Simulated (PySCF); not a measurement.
## C3H3F3: geometry relaxation

The run: geometry relaxation of C3H3F3. Method and program: PBE0-D3(BJ)/def2-SVP geometry optimisation, gas phase (PySCF 2.14.0).

It belongs to a series of runs on one base structure; here: constitutional isomer.

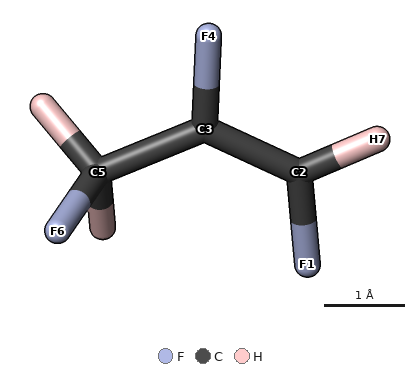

Figure 1. The input geometry (stick view, seen at a tilt; atoms are numbered from 1 in the order of the input).

### Input
```
{"job": {"xc": "PBE0", "basis": "def2-SVP", "d3": "d3bj", "grid": 1, "shake": 0.01, "kind": "geom"}, "charge": 0, "multiplicity": 1}
F      1.418380    -1.522660     0.332770
C      1.383070    -0.201260     0.033910
C      0.230540     0.456300    -0.155170
F      0.350770     1.767140    -0.464810
C     -1.138270    -0.106860    -0.043380
F     -1.654250     0.132460     1.218810
H      2.382800     0.236940    -0.043970
H     -1.788790     0.399350    -0.749960
H     -1.126430    -1.178560    -0.161930
```

The first line tells a small driver script what to run in PySCF; the rest is the geometry in Å.

Machine: 1 CPU thread, shared host.

Run as:
```bash
OMP_NUM_THREADS=1 python <driver script> task.json out
```

### Log
```
step   0  E = -414.86279798  max force = 0.022690
step   1  E = -414.86377343  max force = 0.010081
step   2  E = -414.86540307  max force = 0.007716
step   3  E = -414.86563604  max force = 0.005413
step   4  E = -414.86581029  max force = 0.002357
step   5  E = -414.86590090  max force = 0.000733
step   6  E = -414.86597094  max force = 0.000839
step   7  E = -414.86609242  max force = 0.002321
step   8  E = -414.86614449  max force = 0.001444
step   9  E = -414.86617690  max force = 0.000321
step  10  E = -414.86618311  max force = 0.000336
optimisation converged
```

### Trajectory as extended XYZ (Å, eV, eV/Å), 11 frames, from step=0 to step=10
```
9
Properties=species:S:1:pos:R:3:forces:R:3 step=0 energy=-11288.99174
F     1.4184   -1.5227    0.3328   -0.2650   1.0902  -0.2410
C     1.3831   -0.2013    0.0339   -0.0993  -1.0913   0.1950
C     0.2305    0.4563   -0.1552    0.9247   0.1709  -0.2180
F     0.3508    1.7671   -0.4648   -0.4024  -0.5786   0.1927
C    -1.1383   -0.1069   -0.0434    0.2082   0.8618   1.1667
F    -1.6542    0.1325    1.2188   -0.0033   0.1021  -0.0319
H     2.3828    0.2369   -0.0440   -0.1671   0.1311  -0.0298
H    -1.7888    0.3993   -0.7500   -0.2965   0.0185  -0.5715
H    -1.1264   -1.1786   -0.1619    0.1006  -0.7046  -0.4622
9
Properties=species:S:1:pos:R:3:forces:R:3 step=1 energy=-11289.01829
F     0.8999   -1.6889    0.3304    0.4259  -0.5184   0.1545
C     1.3054   -0.4556    0.0707   -0.3601   0.4306  -0.1458
C     0.3580    0.4620   -0.1373   -0.1533   0.1070  -0.0050
F     0.6686    1.7308   -0.4153    0.0273  -0.2238   0.0852
C    -1.0899    0.1154   -0.0508   -0.0270  -0.0089  -0.1096
F    -1.6268    0.4338    1.1719    0.0345   0.0699   0.0177
H     2.3832   -0.2936    0.0340    0.0558  -0.0429   0.0039
H    -1.6589    0.6534   -0.8304    0.1025  -0.0206   0.0109
H    -1.1827   -0.9741   -0.2080   -0.1056   0.2070  -0.0117
9
Properties=species:S:1:pos:R:3:forces:R:3 step=2 energy=-11289.06263
F     1.0140   -1.7382    0.3407   -0.0681   0.0523  -0.0032
C     1.3007   -0.4697    0.0725    0.0408   0.1372  -0.0736
C     0.3418    0.4391   -0.1319   -0.0763  -0.3968   0.0839
F     0.6896    1.6970   -0.4048   -0.0626  -0.0206   0.0384
C    -1.1134    0.1264   -0.0537    0.0810   0.0596  -0.0158
F    -1.6464    0.4593    1.1671    0.0191   0.0575  -0.0032
H     2.3693   -0.2544    0.0242    0.0516   0.0704  -0.0130
H    -1.6610    0.6809   -0.8357    0.0659  -0.0276  -0.0053
H    -1.2380   -0.9572   -0.2132   -0.0516   0.0679  -0.0082
9
Properties=species:S:1:pos:R:3:forces:R:3 step=3 energy=-11289.06897
F     1.0421   -1.7430    0.3302    0.0823  -0.0342   0.0052
C     1.3158   -0.4705    0.0663   -0.1824  -0.1926   0.0126
C     0.3324    0.4107   -0.1247    0.2349  -0.1275   0.0380
F     0.6888    1.6671   -0.3859   -0.1528   0.2784  -0.0356
C    -1.1232    0.1230   -0.0499    0.0578   0.0760   0.0083
F    -1.6529    0.4913    1.1622    0.0097   0.0102  -0.0151
H     2.3801   -0.2261    0.0139   -0.0394   0.0121  -0.0085
H    -1.6432    0.6853   -0.8431    0.0031  -0.0038  -0.0276
H    -1.2833   -0.9545   -0.2037   -0.0132  -0.0186   0.0227
9
Properties=species:S:1:pos:R:3:forces:R:3 step=4 energy=-11289.07371
F     1.0588   -1.7597    0.3160    0.0133   0.0486  -0.0159
C     1.3165   -0.4822    0.0611    0.0988  -0.0120  -0.0221
C     0.3353    0.4009   -0.1198   -0.0659   0.0351   0.0199
F     0.6486    1.6731   -0.3725    0.1212   0.0463   0.0214
C    -1.1173    0.1230   -0.0454   -0.0778  -0.0199  -0.0034
F    -1.6462    0.5229    1.1568   -0.0017  -0.0093  -0.0092
H     2.3780   -0.2236    0.0067   -0.0362  -0.0351  -0.0047
H    -1.6203    0.6812   -0.8515   -0.0402   0.0022  -0.0320
H    -1.2967   -0.9523   -0.1862   -0.0115  -0.0559   0.0459
9
Properties=species:S:1:pos:R:3:forces:R:3 step=5 energy=-11289.07618
F     1.0606   -1.7586    0.3032   -0.0033   0.0090  -0.0034
C     1.3170   -0.4799    0.0568    0.0174  -0.0010  -0.0377
C     0.3353    0.4054   -0.1179   -0.0302   0.0158   0.0171
F     0.6599    1.6778   -0.3638    0.0172  -0.0133   0.0289
C    -1.1198    0.1225   -0.0435   -0.0135  -0.0021  -0.0088
F    -1.6511    0.5258    1.1562   -0.0004   0.0145  -0.0005
H     2.3778   -0.2245    0.0002    0.0034  -0.0023  -0.0046
H    -1.6295    0.6712   -0.8536   -0.0062  -0.0135  -0.0088
H    -1.2935   -0.9566   -0.1724    0.0156  -0.0072   0.0179
9
Properties=species:S:1:pos:R:3:forces:R:3 step=6 energy=-11289.07808
F     1.0689   -1.7609    0.2731   -0.0120  -0.0220  -0.0003
C     1.3185   -0.4785    0.0430   -0.0235   0.0061  -0.0357
C     0.3333    0.4072   -0.1115    0.0104   0.0318   0.0147
F     0.6608    1.6834   -0.3395   -0.0412  -0.0432   0.0270
C    -1.1222    0.1205   -0.0361    0.0232  -0.0004  -0.0071
F    -1.6572    0.5441    1.1549   -0.0012   0.0190  -0.0056
H     2.3779   -0.2200   -0.0181    0.0184   0.0131  -0.0059
H    -1.6348    0.6502   -0.8578    0.0076  -0.0206   0.0089
H    -1.2884   -0.9628   -0.1428    0.0183   0.0163   0.0039
9
Properties=species:S:1:pos:R:3:forces:R:3 step=7 energy=-11289.08139
F     1.0992   -1.7670    0.1574   -0.0310  -0.0602   0.0192
C     1.3247   -0.4708   -0.0077   -0.0740   0.0265  -0.0316
C     0.3268    0.4118   -0.0857    0.0845   0.0664   0.0116
F     0.6457    1.7011   -0.2506   -0.1194  -0.1015   0.0158
C    -1.1263    0.1093   -0.0062    0.0599   0.0007   0.0030
F    -1.6775    0.6078    1.1471    0.0045   0.0193  -0.0188
H     2.3784   -0.1966   -0.0858    0.0340   0.0322  -0.0032
H    -1.6441    0.5706   -0.8666    0.0262  -0.0248   0.0302
H    -1.2701   -0.9828   -0.0367    0.0152   0.0413  -0.0260
9
Properties=species:S:1:pos:R:3:forces:R:3 step=8 energy=-11289.08280
F     1.1040   -1.7654    0.1370   -0.0156  -0.0406   0.0029
C     1.3265   -0.4669   -0.0201   -0.0441   0.0211  -0.0033
C     0.3258    0.4134   -0.0785    0.0512   0.0503   0.0098
F     0.6325    1.7061   -0.2276   -0.0743  -0.0667  -0.0050
C    -1.1247    0.1041    0.0003    0.0389  -0.0020   0.0089
F    -1.6826    0.6218    1.1414    0.0017   0.0092  -0.0127
H     2.3792   -0.1887   -0.1040    0.0185   0.0181   0.0014
H    -1.6414    0.5475   -0.8695    0.0176  -0.0139   0.0132
H    -1.2625   -0.9887   -0.0138    0.0060   0.0245  -0.0151
9
Properties=species:S:1:pos:R:3:forces:R:3 step=9 energy=-11289.08369
F     1.1078   -1.7622    0.1271    0.0079   0.0084   0.0165
C     1.3287   -0.4610   -0.0205    0.0116  -0.0011  -0.0111
C     0.3252    0.4155   -0.0722   -0.0110  -0.0042  -0.0045
F     0.6138    1.7095   -0.2217    0.0093   0.0148   0.0028
C    -1.1218    0.0976    0.0028   -0.0066  -0.0067  -0.0025
F    -1.6895    0.6304    1.1315   -0.0011  -0.0018  -0.0007
H     2.3809   -0.1786   -0.1053   -0.0047  -0.0032   0.0045
H    -1.6333    0.5267   -0.8761   -0.0040   0.0002  -0.0110
H    -1.2550   -0.9948   -0.0004   -0.0014  -0.0065   0.0060
9
Properties=species:S:1:pos:R:3:forces:R:3 step=10 energy=-11289.08386
F     1.1109   -1.7582    0.1416    0.0093   0.0119  -0.0024
C     1.3297   -0.4578   -0.0167    0.0121   0.0018   0.0106
C     0.3245    0.4163   -0.0741   -0.0158  -0.0119   0.0001
F     0.6090    1.7107   -0.2262    0.0173   0.0164  -0.0074
C    -1.1217    0.0948   -0.0011   -0.0094  -0.0045  -0.0022
F    -1.6918    0.6247    1.1278   -0.0043  -0.0005   0.0009
H     2.3818   -0.1741   -0.0998   -0.0047  -0.0030   0.0027
H    -1.6327    0.5245   -0.8800   -0.0046  -0.0010  -0.0094
H    -1.2531   -0.9977   -0.0063    0.0002  -0.0092   0.0071
```

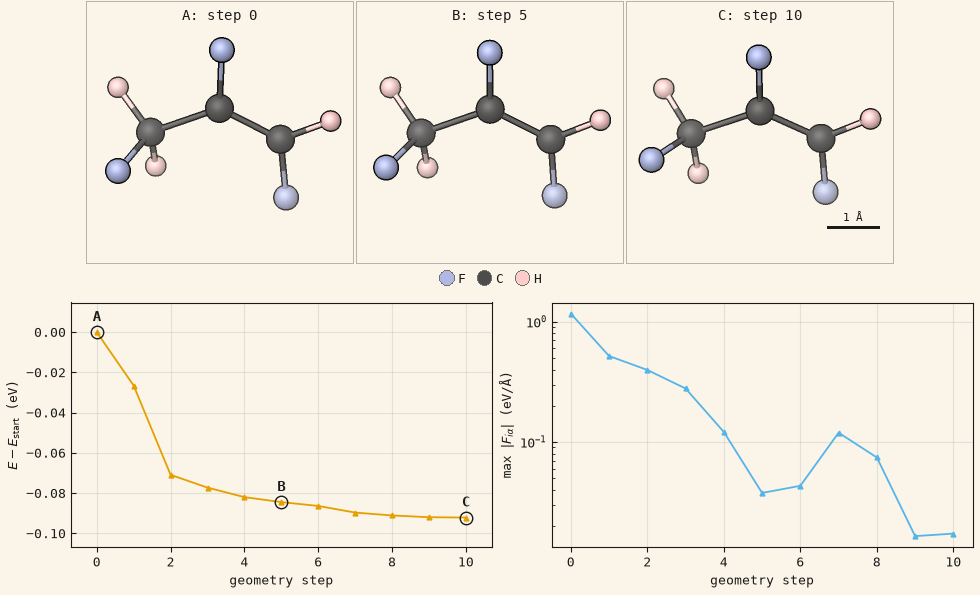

Figure 2. Frames of the relaxation (ball-and-stick view, seen at a tilt) above the curves, on which the letters mark them (steps are counted from 0).

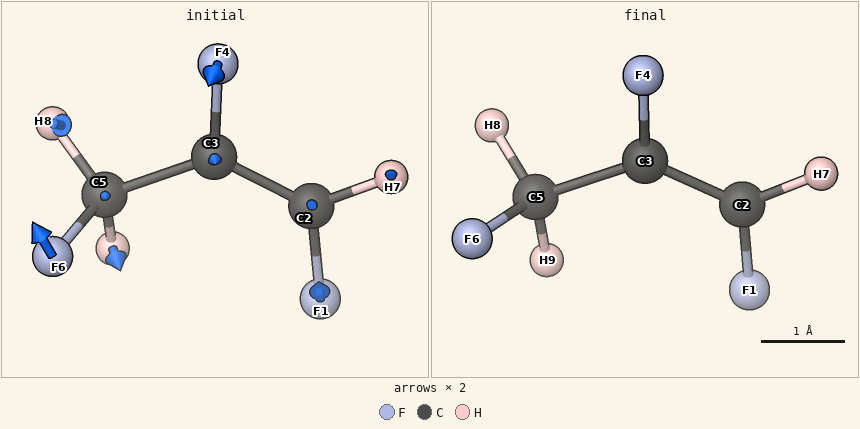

Figure 3. Before (left) and after (right) the relaxation, at one scale (ball-and-stick view, seen at a tilt). The blue arrows give the displacements, magnified 2 times. Over 10 geometry steps the energy falls by 0.092 eV. The largest force component goes from 1.2 to 0.017 eV/Å. F6 moves most after the best rigid fit: 0.26 Å. Largest moves by element: F 0.26 Å, H 0.24 Å, C 0.08 Å. Among the contacts that change: F1–C2 1.355 → 1.328 Å, C5–H9 1.078 → 1.100 Å, C3–F4 1.352 → 1.334 Å, C5–H8 1.086 → 1.104 Å. Among the angles that change: H8–C5–H9 113.5° → 109.1°, F6–C5–H9 106.0° → 109.7°, C2–C3–F4 115.6° → 118.7°. (Atoms are counted from 1 in the order of the input.)

### Summary

| quantity | value |
| --- | --- |
| outcome | converged |
| total energy | −414.866183 hartree |
| dipole moment | 1.70 D |
| point group | C1 |
| wall time | 47 s |
| peak memory | 0.41 GiB |
